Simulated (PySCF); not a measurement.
# C₄H₁₁NO₂Si: runs on many settings

Which settings matter for C₄H₁₁NO₂Si (`CC(=O)O[SiH2]N(C)C`)?

Computed with PySCF 2.14.0, with density-fitted response routines of our own, on a single molecule in the gas phase. Atoms are numbered from 0 throughout.

**1. The starting structure**

19 atoms, charge 0, multiplicity 1; geometry from: GFN2-xTB.

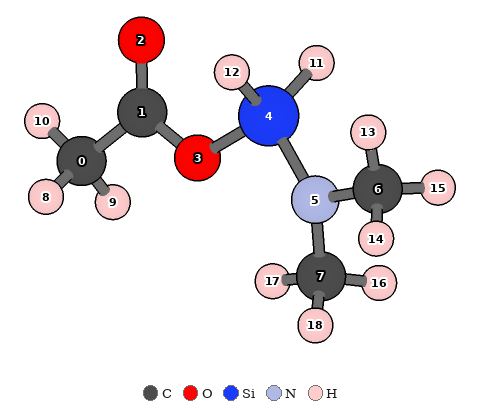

As it starts; carbon dark grey, oxygen red, silicon blue, nitrogen light blue, hydrogen pink, atoms numbered.

**2. Nuclear shieldings: PBE0/pcSseg-1**

Job settings and geometry (Å):

```
{"job": {"kind": "nmr", "xc": "PBE0", "basis": "pcSseg-1"}, "charge": 0, "multiplicity": 1}
C      3.358306    -0.676283    -0.130863
C      2.345364     0.393255     0.180770
O      2.615064     1.499806     0.564219
O      1.103340    -0.008557    -0.020943
Si    -0.164360     1.040982     0.226019
N     -1.478105     0.105033    -0.342324
C     -2.779951     0.713996    -0.409103
C     -1.543761    -1.336770    -0.286220
H      3.342884    -0.871326    -1.201298
H      3.091417    -1.595749     0.384610
H      4.349508    -0.349126     0.167616
H     -0.159077     1.403448     1.647266
H     -0.030816     2.201581    -0.646453
H     -2.673200     1.788882    -0.515333
H     -3.331810     0.323921    -1.268130
H     -3.367850     0.513504     0.494154
H     -2.109028    -1.679930     0.587765
H     -0.538175    -1.742231    -0.239588
H     -2.039554    -1.715188    -1.184461
```

Level: GIAO PBE0/pcSseg-1 NMR shielding, non-relativistic, gas phase.

Started as:

```bash
OMP_NUM_THREADS=1 python probes_run.py task.json out
```

This one command runs all jobs of the session in turn.

Log:

```text
coarse grid: 16024 points
cycle   1  E = -652.9752543237  dE =  1.132e+00  |g| = 9.658e-01  |ddm| = 3.789e+00
cycle   2  E = -652.6839356036  dE =  2.913e-01  |g| = 1.593e+00  |ddm| = 1.691e+00
cycle   3  E = -653.1375773556  dE = -4.536e-01  |g| = 2.629e-01  |ddm| = 1.156e+00
cycle   4  E = -653.1496782331  dE = -1.210e-02  |g| = 8.219e-02  |ddm| = 2.123e-01
cycle   5  E = -653.1507385259  dE = -1.060e-03  |g| = 2.286e-02  |ddm| = 5.711e-02
cycle   6  E = -653.1508505070  dE = -1.120e-04  |g| = 3.965e-03  |ddm| = 1.707e-02
cycle   7  E = -653.1508537090  dE = -3.202e-06  |g| = 7.540e-04  |ddm| = 3.076e-03
final grid: 149264 points
cycle   8  E = -653.2156686683  dE = -2.207e-05  |g| = 1.332e-02  |ddm| = 2.418e-02
cycle   9  E = -653.2156221959  dE =  4.647e-05  |g| = 2.065e-02  |ddm| = 2.208e-02
cycle  10  E = -653.2157023547  dE = -8.016e-05  |g| = 2.825e-03  |ddm| = 1.394e-02
cycle  11  E = -653.2157038300  dE = -1.475e-06  |g| = 4.793e-04  |ddm| = 1.862e-03
cycle  12  E = -653.2157038677  dE = -3.772e-08  |g| = 1.362e-04  |ddm| = 3.623e-04
cycle  13  E = -653.2157038714  dE = -3.671e-09  |g| = 2.542e-05  |ddm| = 1.092e-04
cycle  14  E = -653.2157038715  dE = -1.362e-10  |g| = 4.868e-06  |ddm| = 3.044e-05
converged SCF energy = -653.2157038715

GIAO shielding tensors (ppm)
atom      isotropic    diamagn.    paramagn.     s11        s22        s33       span
  0 C      162.480     247.905     -85.425    139.471    154.191    193.779     54.308
  1 C       10.761     247.464    -236.703    -90.000     46.755     75.529    165.529
  2 O     -133.580     402.887    -536.467   -396.233   -241.405    236.898    633.132
  3 O      130.757     406.517    -275.760     -8.439    175.409    225.303    233.742
  4 Si     381.341     884.887    -503.546    351.397    376.212    416.413     65.015
  5 N      254.232     330.103     -75.871    220.887    263.839    277.971     57.084
  6 C      149.651     243.016     -93.365    123.473    138.982    186.499     63.025
  7 C      148.171     247.189     -99.018    124.584    134.030    185.897     61.313
  8 H       29.360      28.377       0.983     25.915     28.501     33.664      7.749
  9 H       29.482      29.229       0.253     25.623     29.289     33.535      7.912
 10 H       29.851      25.939       3.912     25.784     28.088     35.681      9.897
 11 H       26.489      32.729      -6.240     22.797     25.199     31.471      8.674
 12 H       26.663      32.979      -6.316     23.039     25.465     31.486      8.447
 13 H       29.058      29.461      -0.403     24.390     27.175     35.609     11.219
 14 H       29.211      28.372       0.839     24.665     26.733     36.234     11.568
 15 H       29.333      28.435       0.898     24.656     27.024     36.320     11.664
 16 H       29.444      31.048      -1.604     25.330     26.776     36.226     10.896
 17 H       28.355      33.156      -4.801     22.296     29.201     33.569     11.272
 18 H       29.316      30.849      -1.534     25.170     26.677     36.101     10.931
```

It took 31 s on 1 thread of Arm Neoverse V2, shared host; peak memory 0.87 GiB.

Shifts follow as δ = σ(reference) − σ, with reference shieldings (ppm) from runs at the same level and on the same kind of geometry: ¹H TMS 31.72, ¹³C TMS 186.9, ²⁹Si TMS 349.2, ¹⁵N NH3 267.7, ¹⁷O H2O 336.1. The references are single molecules in the gas phase, so shifts against H2O, NH3, PH3, H3PO4 or CFCl3 are not on the usual liquid scales and can be off by tens of ppm. Atoms listed in one row are averaged.

| atoms | environment | σ (ppm) | δ (ppm) | δ scaled to CDCl3 |
| --- | --- | --- | --- | --- |
| C1 | carbonyl carbon | 10.8 | 176.2 | 170.0 |
| C6, C7 | methyl carbon bonded to N | 148.9 | 38.0 | 35.2 |
| C0 | methyl carbon α to a carbonyl | 162.5 | 24.4 | 21.9 |
| H11, H12 | hydrogen on a silicon bonded to N, O | 26.58 | 5.14 | – |
| H13, H14, H15, H16, H17, H18 | hydrogen on a methyl carbon bonded to N | 29.12 | 2.60 | 2.55 |
| H8, H9, H10 | hydrogen on a methyl carbon α to a carbonyl | 29.56 | 2.15 | 2.13 |
| O2 | carbonyl oxygen | -133.6 | 469.7 | – |
| O3 | oxygen bonded to C, Si | 130.8 | 205.3 | – |
| Si4 | silicon bonded to N, O, 2 H | 381.3 | -32.2 | – |
| N5 | nitrogen bonded to 2 C, Si | 254.2 | 13.5 | – |

The scaled column applies a straight-line fit of computed shieldings to shifts measured in CDCl3 (root-mean-square error 0.16 ppm for H, 1.9 ppm for C).

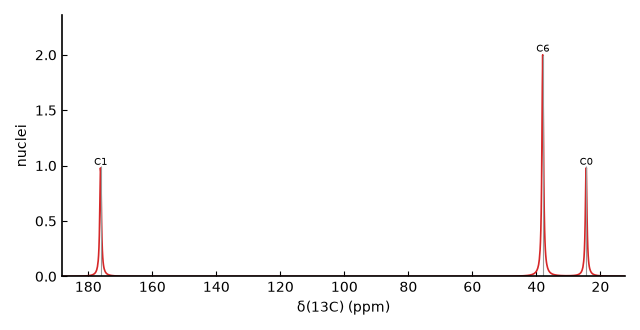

¹³C lines at the computed shifts, without couplings. Lines are broadened to a width of 0.61 ppm (Lorentzian).

Charges from the same density, by scheme (e):

| atoms | Mulliken | IAO | Hirshfeld | ESP fit |
| --- | --- | --- | --- | --- |
| C0 | -0.24 | -0.47 | -0.12 | -0.66 |
| C1 | 0.40 | 0.54 | 0.22 | 0.89 |
| O2 | -0.41 | -0.46 | -0.26 | -0.57 |
| O3 | -0.58 | -0.59 | -0.18 | -0.50 |
| Si4 | 0.90 | 1.10 | 0.41 | 0.69 |
| N5 | -0.78 | -0.52 | -0.18 | -0.21 |
| C6, C7 | -0.07 | -0.30 | -0.07 | -0.39 |

ESP fit charges:

C0 -0.66; C1 0.89; O2 -0.57; O3 -0.50; Si4 0.69; N5 -0.21; C6 -0.46; C7 -0.33; H8 0.18; H9 0.19; H10 0.18; H11 -0.12; H12 -0.13; H13 0.16; H14 0.16; H15 0.15; H16 0.13; H17 0.13; H18 0.13

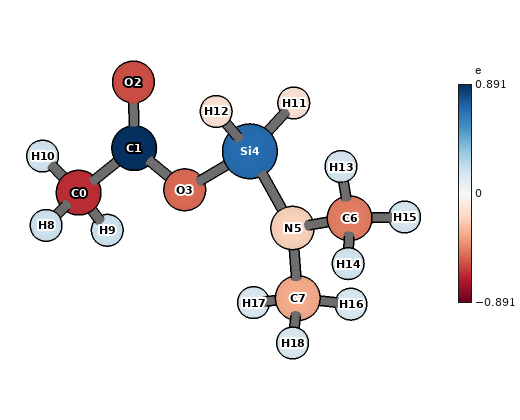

ESP fit charges, as colours on the atoms.

Mayer bond orders: C0–C1 1.00, C1–O2 1.95, C1–O3 1.08, O3–Si4 0.82, Si4–N5 1.00, N5–C6 0.97, N5–C7 0.95.

The fields below are evaluated on a grid from the run's orbitals.

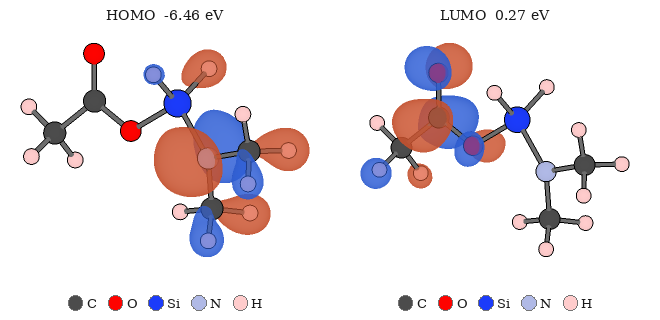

Frontier orbitals at PBE0/pcSseg-1; each surface holds 70 % of the orbital's density, blue and red mark the sign.

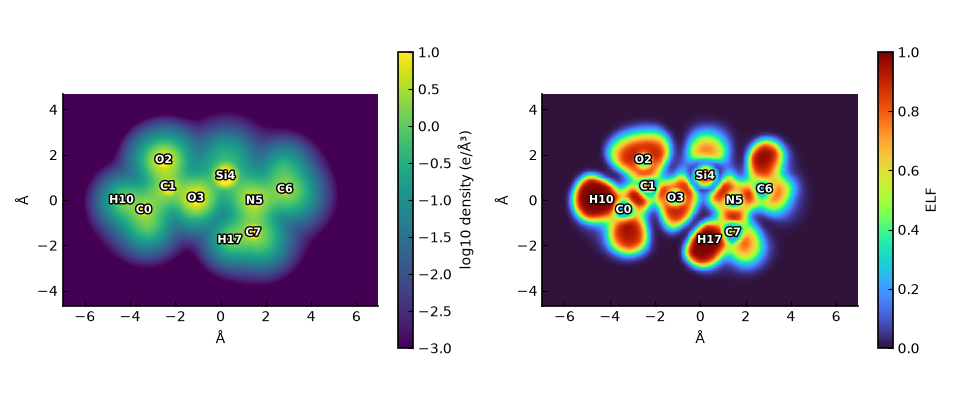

Density (left) and ELF (right) in a plane through or near 10 of the atoms.

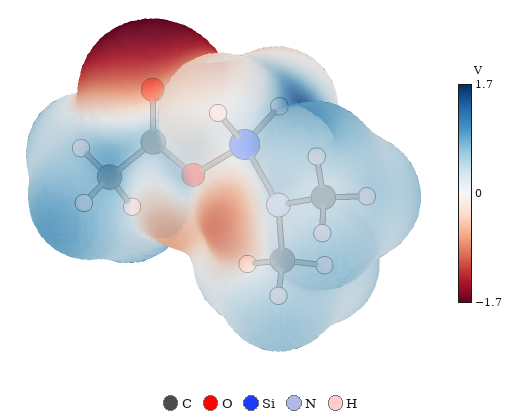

The potential that a unit positive charge feels on the 0.002 e/bohr³ surface, from the 1st to the 99th percentile, from -1.70 V near O2 to 1.00 V near H13.

**3. Ultraviolet spectrum: PBE0/def2-SVPD**

Settings changed since step 2:

```diff
@@ -1,2 +1,2 @@
-{"job": {"kind": "nmr", "xc": "PBE0", "basis": "pcSseg-1"}, "charge": 0, "multiplicity": 1}
+{"job": {"kind": "uv", "xc": "PBE0", "basis": "def2-SVPD", "nstates": 6, "ntriplets": 2}, "charge": 0, "multiplicity": 1}
 C      3.358306    -0.676283    -0.130863
```

Level: TDDFT PBE0/def2-SVPD, vertical, gas phase, core orbitals frozen in the response.

Log:

```text
coarse grid: 16024 points
cycle   1  E = -652.6687478321  dE =  1.067e+00  |g| = 9.222e-01  |ddm| = 6.326e+00
cycle   2  E = -652.3748711216  dE =  2.939e-01  |g| = 1.554e+00  |ddm| = 4.106e+00
cycle   3  E = -652.8254053774  dE = -4.505e-01  |g| = 2.460e-01  |ddm| = 2.973e+00
cycle   4  E = -652.8363331584  dE = -1.093e-02  |g| = 8.050e-02  |ddm| = 3.182e-01
cycle   5  E = -652.8374323127  dE = -1.099e-03  |g| = 2.251e-02  |ddm| = 1.074e-01
cycle   6  E = -652.8375473694  dE = -1.151e-04  |g| = 3.356e-03  |ddm| = 3.474e-02
cycle   7  E = -652.8375497804  dE = -2.411e-06  |g| = 6.708e-04  |ddm| = 7.570e-03
final grid: 149264 points
cycle   8  E = -652.9314024763  dE = -2.703e-05  |g| = 1.239e-02  |ddm| = 1.253e-01
cycle   9  E = -652.9313589762  dE =  4.350e-05  |g| = 1.938e-02  |ddm| = 3.877e-02
cycle  10  E = -652.9314334537  dE = -7.448e-05  |g| = 2.638e-03  |ddm| = 2.492e-02
cycle  11  E = -652.9314348074  dE = -1.354e-06  |g| = 4.651e-04  |ddm| = 3.562e-03
cycle  12  E = -652.9314348468  dE = -3.938e-08  |g| = 1.251e-04  |ddm| = 6.037e-04
cycle  13  E = -652.9314348500  dE = -3.181e-09  |g| = 2.737e-05  |ddm| = 2.577e-04
cycle  14  E = -652.9314348502  dE = -1.885e-10  |g| = 4.980e-06  |ddm| = 7.133e-05
converged SCF energy = -652.9314348502

Static polarisability (au): isotropic 88.391, principal 71.525 88.637 105.010

Singlet excitations
state   eV       nm        f      main configurations
  1   5.6606    219.0   0.00117   H->L 0.45, H->L+1 0.42
  2   5.7260    216.5   0.01714   H->L 0.41, H->L+2 0.33, H->L+1 0.21
  3   5.8003    213.8   0.01273   H->L+2 0.58, H->L+1 0.28
  4   5.9137    209.7   0.00271   H-1->L 0.87, H->L 0.09
  5   6.7819    182.8   0.00986   H->L+4 0.62, H->L+5 0.28
  6   6.8730    180.4   0.00472   H->L+3 0.72, H->L+4 0.17

Triplet excitations (Tamm-Dancoff, eV): 5.3236 5.4842
```

It took 46 s on 1 thread of Arm Neoverse V2, shared host; peak memory 1 GiB.

The orbitals next to the gap, with their largest atomic shares:

| orbital | eV | atoms |
| --- | --- | --- |
| HOMO−3 | -9.92 | Si4 19 %, H12 16 %, N5 14 % |
| HOMO−2 | -9.11 | O3 32 %, O2 21 %, Si4 17 % |
| HOMO−1 | -8.13 | O2 68 %, O3 9 %, C0 8 % |
| HOMO | -6.50 | N5 54 %, C7 9 %, C6 8 % |
| LUMO | 0.11 | C1 37 %, O2 29 %, O3 12 % |
| LUMO+1 | 0.38 | Si4 25 %, C1 11 %, C0 10 % |
| LUMO+2 | 0.55 | Si4 22 %, C6 21 %, H13 9 % |

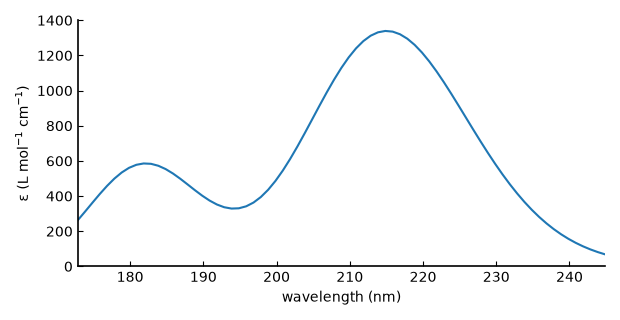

Absorption spectrum: each of the 6 states is a Gaussian band of 0.4 eV half-width at 1/e. Beyond the last state computed it falls off for lack of states.

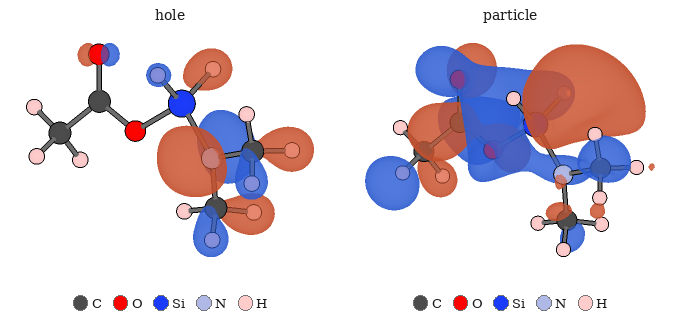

Leading natural transition orbitals of singlet state 2: the electron leaves the hole (left) for the particle orbital (right).

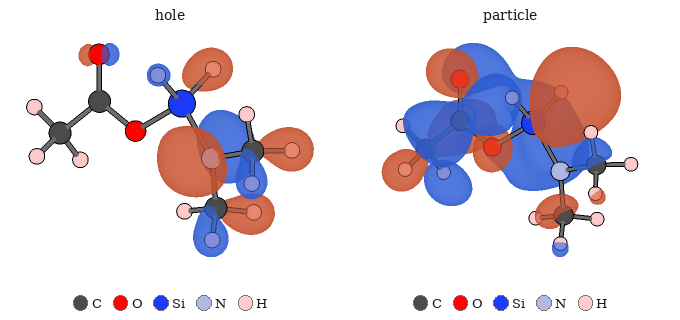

Leading natural transition orbitals of singlet state 1: the electron leaves the hole (left) for the particle orbital (right).

Further results of this job:

| property | computed |
| --- | --- |
| dipole moment (D) | 2.72 |
| polarisability (Å³) | 13.10 |
| HOMO–LUMO gap (eV) | 6.61 |
| −ε(HOMO) (eV) | 6.50 |

[end of part 1 of 3]
